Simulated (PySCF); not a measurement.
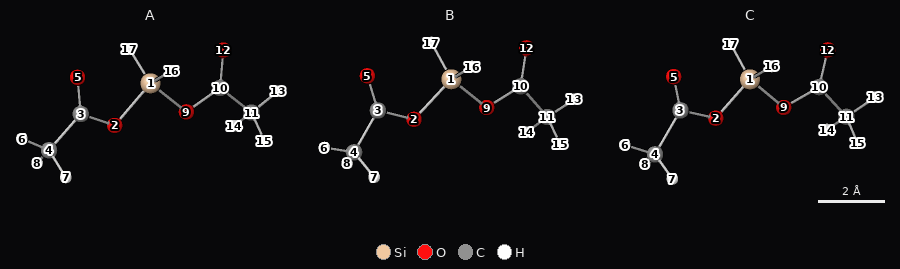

3 geometries from one relaxation of C4H8O4Si, in shuffled order. The picture is a ball-and-stick view, seen at a tilt.

The start comes from GFN2-xTB. Its atoms were then displaced at random by about 0.03 Å.

These are results of PySCF, PBE0-D3(BJ)/def2-SVP geometry optimisation, gas phase, not measurements. 

Question: Order the frames from highest to lowest energy.

Answer: C, B, A. They are steps 0, 2, 9, at +114.4 kJ/mol, +24.6 kJ/mol relative to the last. The energy falls by 114.4 kJ/mol in 9 geometry steps. The atom that moves furthest after the best rigid fit is H14 (0.29 Å). Largest moves by element: H 0.29 Å, C 0.27 Å, O 0.22 Å, Si 0.13 Å. Near-neighbour distances that change, for instance: Si1–O5 2.830 → 2.679 Å, Si1–O9 1.579 → 1.716 Å, Si1–O12 2.794 → 2.687 Å, Si1–H16 1.578 → 1.476 Å. Bond angles that change, for instance: C3–C4–H6 101.6° → 110.0°, O2–C3–C4 105.4° → 113.8°, Si1–O2–C3 120.5° → 113.1°. The run took 2.3 min on 1 thread of Arm Neoverse V2 (shared host).
